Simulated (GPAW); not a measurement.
**BH3Cl (charge −1): solvation calculation (part 2 of 2)**

The same run, continued: BH3Cl, charge −1, SMILES [H][B-]([H])([H])Cl; revPBE/real-space grid, scalar-relativistic datasets, Held-Walter continuum solvent water (GPAW 26.7.0). The geometry comes from this level: GFN2-xTB.

Geometry of the input (Å):
```
B  -0.0013  0.0016  -0.1670
Cl 0.0136  -0.0211  1.7073
H  1.1523  0.0114  -0.5222
H  -0.5866  1.0057  -0.4970
H  -0.5780  -0.9976  -0.5211
```

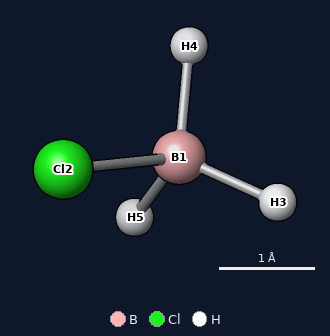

Fig. 1: The input geometry (ball-and-stick view, seen at a tilt; atoms are numbered from 1 in the order of the input).

## The program's output, continued
```
-----------------------------------------------------------
Hamiltonian:                         0.583     0.000   0.0% |
 Atomic:                             0.039     0.000   0.0% |
  XC Correction:                     0.039     0.039   0.2% |
 Calculate atomic Hamiltonians:      0.001     0.001   0.0% |
 Communicate:                        0.000     0.000   0.0% |
 Hartree integrate/restrict:         0.009     0.009   0.1% |
 Initialize Hamiltonian:             0.000     0.000   0.0% |
 Poisson:                            0.284     0.188   1.1% |
  Communicate from 1D:               0.012     0.012   0.1% |
  Communicate from 2D:               0.011     0.011   0.1% |
  Communicate to 1D:                 0.011     0.011   0.1% |
  Communicate to 2D:                 0.012     0.012   0.1% |
  FFT 1D:                            0.015     0.015   0.1% |
  FFT 2D:                            0.035     0.035   0.2% |
 XC 3D grid:                         0.246     0.246   1.4% ||
 vbar:                               0.003     0.003   0.0% |
LCAO initialization:                 0.038     0.024   0.1% |
 LCAO eigensolver:                   0.005     0.000   0.0% |
  Calculate projections:             0.000     0.000   0.0% |
  DenseAtomicCorrection:             0.000     0.000   0.0% |
  Distribute overlap matrix:         0.000     0.000   0.0% |
  Orbital Layouts:                   0.000     0.000   0.0% |
  Potential matrix:                  0.004     0.004   0.0% |
 LCAO to grid:                       0.005     0.005   0.0% |
 Set positions (LCAO WFS):           0.003     0.001   0.0% |
  Basic WFS set positions:           0.000     0.000   0.0% |
  Basis functions set positions:     0.000     0.000   0.0% |
  P tci:                             0.002     0.002   0.0% |
  ST tci:                            0.000     0.000   0.0% |
  mktci:                             0.001     0.001   0.0% |
SCF-cycle:                          16.061     0.008   0.0% |
 Davidson:                           6.153     2.032  11.5% |----|
  Apply hamiltonian:                 0.647     0.647   3.7% ||
  Subspace diag:                     0.980     0.001   0.0% |
   calc_h_matrix:                    0.774     0.125   0.7% |
    Apply hamiltonian:               0.648     0.648   3.7% ||
   diagonalize:                      0.003     0.003   0.0% |
   rotate_psi:                       0.201     0.201   1.1% |
  calc. matrices:                    2.110     0.815   4.6% |-|
   Apply hamiltonian:                1.295     1.295   7.4% |--|
  diagonalize:                       0.008     0.008   0.0% |
  rotate_psi:                        0.377     0.377   2.1% ||
 Density:                            1.067     0.000   0.0% |
  Atomic density matrices:           0.007     0.007   0.0% |
  Mix:                               1.023     1.023   5.8% |-|
  Multipole moments:                 0.002     0.002   0.0% |
  Pseudo density:                    0.035     0.035   0.2% |
   Symmetrize density:               0.000     0.000   0.0% |
 Hamiltonian:                        8.821     0.001   0.0% |
  Atomic:                            0.821     0.008   0.0% |
   XC Correction:                    0.813     0.813   4.6% |-|
  Calculate atomic Hamiltonians:     0.012     0.012   0.1% |
  Communicate:                       0.000     0.000   0.0% |
  Hartree integrate/restrict:        0.189     0.189   1.1% |
  Poisson:                           2.248     0.223   1.3% ||
   Communicate from 1D:              0.245     0.245   1.4% ||
   Communicate from 2D:              0.228     0.228   1.3% ||
   Communicate to 1D:                0.263     0.263   1.5% ||
   Communicate to 2D:                0.251     0.251   1.4% ||
   FFT 1D:                           0.310     0.310   1.8% ||
   FFT 2D:                           0.726     0.726   4.1% |-|
  XC 3D grid:                        5.488     5.488  31.2% |-----------|
  vbar:                              0.063     0.063   0.4% |
 Orthonormalize:                     0.011     0.000   0.0% |
  calc_s_matrix:                     0.005     0.005   0.0% |
  inverse-cholesky:                  0.000     0.000   0.0% |
  projections:                       0.001     0.001   0.0% |
  rotate_psi_s:                      0.005     0.005   0.0% |
Set symmetry:                        0.000     0.000   0.0% |
Other:                               0.924     0.924   5.2% |-|
-----------------------------------------------------------
Total:                                        17.605 100.0%

Memory usage: 517.07 MiB
System changes: positions, numbers, cell, pbc, initial_charges, initial_magmoms

Initialize ...

species:
  B:
    name:    Boron
    Z:       5.0
    valence: 3
    core:    2
    charge:  0.0  # [|e|]
    file:    B.revPBE.gz
    compensation charges:
      type: gauss
      rc: 0.20  # [Å]
      lmax: 2
    cutoffs:
      filter: 1.14  # [Å]
      core: 1.38  # [Å]
    projectors
    | kind |    occ | energy [eV] | rcut [Å] |
    |------|--------|-------------|----------|
    |   2s |  2.000 |      -9.465 |    0.635 |
    |   2p |  1.000 |      -3.568 |    0.635 |
    |    s |        |      17.746 |    0.635 |
    |    p |        |      23.644 |    0.635 |
    |    d |        |       0.000 |    0.635 |

    Using partial waves for B as LCAO basis

  Cl:
    name:    Chlorine
    Z:       17.0
    valence: 7
    core:    10
    charge:  0.0  # [|e|]
    file:    Cl.revPBE.gz
    compensation charges:
      type: gauss
      rc: 0.25  # [Å]
      lmax: 2
    cutoffs:
      filter: 1.40  # [Å]
      core: 1.49  # [Å]
    projectors
    | kind |    occ | energy [eV] | rcut [Å] |
    |------|--------|-------------|----------|
    |   3s |  2.000 |     -20.668 |    0.794 |
    |   3p |  5.000 |      -8.559 |    0.794 |
    |    s |        |       6.544 |    0.794 |
    |    p |        |      18.652 |    0.794 |
    |    d |        |       0.000 |    0.794 |

    Using partial waves for Cl as LCAO basis

  H:
    name:    Hydrogen
    Z:       1.0
    valence: 1
    core:    0
    charge:  0.0  # [|e|]
    file:    H.revPBE.gz
    compensation charges:
      type: gauss
      rc: 0.15  # [Å]
      lmax: 2
    cutoffs:
      filter: 0.85  # [Å]
      core: 0.53  # [Å]
    projectors
    | kind |    occ | energy [eV] | rcut [Å] |
    |------|--------|-------------|----------|
    |   1s |  1.000 |      -6.547 |    0.476 |
    |    s |        |      20.664 |    0.476 |
    |    p |        |       0.000 |    0.476 |

    Using partial waves for H as LCAO basis

Reference energy: -13266.441969  # eV

Spin-paired calculation

Convergence criteria:
 Maximum [total energy] change in last 3 cyles: 0.0005 eV / valence electron
 Maximum integral of absolute [dens]ity change: 0.0001 electrons / valence electron
 Maximum integral of absolute [eigenst]ate change: 4e-08 eV^2 / valence electron
 Maximum number of scf [iter]ations: 100
 (Square brackets indicate name in SCF output, whereas a 'c' in
 the SCF output indicates the quantity has converged.)

Symmetries present (total): 1

  ( 1  0  0)
  ( 0  1  0)
  ( 0  0  1)

1 k-point (Gamma)
1 k-point in the irreducible part of the Brillouin zone
       k-points in crystal coordinates                weights
   0:     0.00000000    0.00000000    0.00000000          1/1

Wave functions: Uniform real-space grid
  Kinetic energy operator: 6*3+1=19 point O(h^6) finite-difference Laplacian
  ScaLapack parameters: grid=1x1, blocksize=None
  Wavefunction extrapolation:
    Improved wavefunction reuse through dual PAW basis

Occupation numbers: # Zero width

Eigensolver
   Davidson(niter=2)

Densities:
  Coarse grid: 60*64*64 grid
  Fine grid: 120*128*128 grid
  Total Charge: -1.000000

Density mixing:
  Method: separate
  Backend: msr1
  Linear mixing parameter: 0.05
  old densities: 10
  Width of damping distribution: 1.1
  Damping of long wavelength oscillations: 1  # (no daming)

Hamiltonian:
  XC and Coulomb potentials evaluated on a 120*128*128 grid
  Using the revPBE Exchange-Correlation functional
  Interpolation: tri-quintic (5. degree polynomial)
  Poisson solver: Jacobi weighted FD solver with dielectric and 4 multi-grid levels
    Coarsest grid: 15 x 16 x 16 points
    Stencil: Weighted Finite Difference Operator
      6*3+1=19 point O(h^6) finite-difference Laplacian
      Finite-difference x-derivative with O(h^6) error (6 points)
      Finite-difference y-derivative with O(h^6) error (6 points)
      Finite-difference z-derivative with O(h^6) error (6 points)
    Max iterations: 1000
    Tolerance: 2.000000e-10

  Solvation:
    Cavity:  EffectivePotentialCavity
      Surface Calculator: GradientSurface with 3 nn
      Volume Calculator: None
      EffectivePotentialCavity
        Potential: Power12Potential
          u0: 0.18eV
          pbc_cutoff: 1e-06
          tiny: 1e-10
        temperature: 298.15K    Dielectric:
      Type: LinearDielectric
      Solvent dielectric constant: 78.36    Interaction: SurfaceInteraction
      subscript: surf
      Surface_tension: 0.0011484376791625194 eV/(Angstrom^2)
XC parameters: revPBE with 2 nearest neighbor stencil

Memory estimate:
  Process memory now: 517.07 MiB
  Calculator: 581.72 MiB
    Density: 85.75 MiB
      Arrays: 47.50 MiB
      Localized functions: 2.51 MiB
      Mixer: 35.73 MiB
    Hamiltonian: 447.46 MiB
      Arrays: 31.07 MiB
      XC: 0.00 MiB
      Poisson: 35.46 MiB
      vbar: 0.19 MiB
      Solvation: 380.73 MiB
    Wavefunctions: 48.51 MiB
      Arrays psit_nG: 19.65 MiB
      Eigensolver: 28.59 MiB
      Projections: 0.00 MiB
      Projectors: 0.26 MiB

Total number of cores used: 1

Number of atoms: 5
Number of atomic orbitals: 11
Number of bands in calculation: 11
Number of valence electrons: 14
Bands to converge: occupied

... initialized

Initializing position-dependent things.

Solvation position-dependent initialization:
  Atomic radii for Power12Potential:
    Type    Radius   No. of atoms
       H     1.090     3
      Cl     1.750     1
       B     1.920     1

Density initialized from atomic densities
Creating initial wave functions:
  11 bands from LCAO basis set

         .----------------------------.
        /|                            |
       / |                            |
      /  |                            |
     /   |                            |
    /    |                            |
   /     |                            |
  /      |                            |
 *       |                            |
 |       |                            |
 |       |                            |
 |       |         Cl                 |
 |       |                            |
 |       |        HB  H               |
 |       |       H                    |
 |       |                            |
 |       .----------------------------.
 |      /                            /
 |     /                            /
 |    /                            /
 |   /                            /
 |  /                            /
 | /                            /
 |/                            /
 *----------------------------*

Atomic positions and initial magnetic moments

Positions:
   0 B      5.715890    6.397570    5.640445    ( 0.0000,  0.0000,  0.0000)
   1 Cl     5.730770    6.374800    7.514785    ( 0.0000,  0.0000,  0.0000)
   2 H      6.869470    6.407320    5.285215    ( 0.0000,  0.0000,  0.0000)
   3 H      5.130530    7.401640    5.310455    ( 0.0000,  0.0000,  0.0000)
   4 H      5.139190    5.398360    5.286375    ( 0.0000,  0.0000,  0.0000)

Unit cell:
           periodic     x           y           z      points  spacing
  1. axis:    no    12.000000    0.000000    0.000000    60     0.2000
  2. axis:    no     0.000000   12.800000    0.000000    64     0.2000
  3. axis:    no     0.000000    0.000000   12.800000    64     0.2000

  Lengths:  12.000000  12.800000  12.800000
  Angles:   90.000000  90.000000  90.000000

Effective grid spacing dv^(1/3) = 0.2000

iter:   1 00:00:24   -23.635505
iter:   2 00:00:28   -23.666672   -0.03  -0.92
iter:   3 00:00:34   -23.549300   +0.36  -0.92
iter:   4 00:00:40   -23.353935   -0.21  -1.34
iter:   5 00:00:44   -23.366033   -0.34  -1.92
iter:   6 00:00:48   -23.364092   -1.45  -2.00
iter:   7 00:00:52   -23.361722c  -2.23  -2.26
iter:   8 00:00:55   -23.361791c  -2.04  -2.65
iter:   9 00:00:58   -23.361589c  -3.18  -2.79
iter:  10 00:01:00   -23.361596c  -4.06  -3.29
iter:  11 00:01:02   -23.361585c  -4.22  -3.38
iter:  12 00:01:04   -23.361570c  -4.16  -3.62
iter:  13 00:01:06   -23.361586c  -4.94  -3.78
iter:  14 00:01:07   -23.361562c  -5.75  -4.45c
iter:  15 00:01:09   -23.361586c  -5.67  -4.54c
iter:  16 00:01:10   -23.361550c  -6.46  -5.05c
iter:  17 00:01:11   -23.361568c  -6.88  -5.03c
iter:  18 00:01:12   -23.361588c  -7.77c -5.02c

Converged after 18 iterations.

Dipole moment: (-5.721166, -6.389848, -6.346426) |e|*Ang

Energy contributions relative to reference atoms: (reference = -13266.441969)

Kinetic:        +25.960730
Potential:      -25.466856
External:        +0.000000
XC:             -24.164373
Entropy (-ST):   +0.000000
Local:           +0.198973
Interactions
 surf:           +0.109938
--------------------------
Free energy:    -23.361588
Extrapolated:   -23.361588

Solvation cavity surface area: 95.72802
Solvation cavity volume: not calculated (no calculator defined)
 Band  Eigenvalues  Occupancy
    0    -19.29950    2.00000
    1    -11.62076    2.00000
    2     -7.95781    2.00000
    3     -7.95503    2.00000
    4     -7.82184    2.00000
    5     -5.83411    2.00000
    6     -5.83201    2.00000
    7     -0.24917    0.00000
    8      0.10871    0.00000
    9      0.85853    0.00000
   10      0.86437    0.00000

Fermi level: -3.04059

Gap: 5.583 eV
Transition (v -> c):
  (s=0, k=0, n=6, [0.00, 0.00, 0.00]) -> (s=0, k=0, n=7, [0.00, 0.00, 0.00])
No difference between direct/indirect transitions
Solvation free energy = -57.64 kcal/mol
```

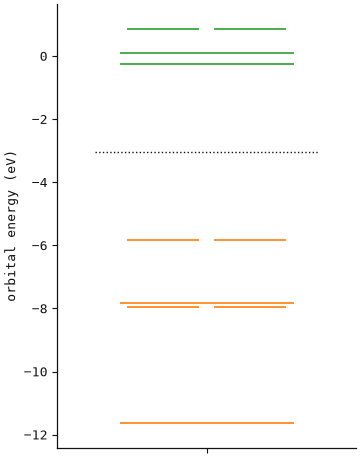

Fig. 2: Orbital energies near the frontier; the dotted line parts filled from empty levels, and levels within 0.02 eV of each other stand side by side. Highest filled −5.83 eV, lowest empty −0.25 eV, 5.58 eV apart.

## Key numbers

| quantity | value |
| --- | --- |
| outcome | converged |
| energy relative to the program's reference atoms | −23.3616 eV |
| HOMO | −5.83 eV |
| LUMO | −0.25 eV |
| wall time | 72 s |
| peak memory | 1 GiB |
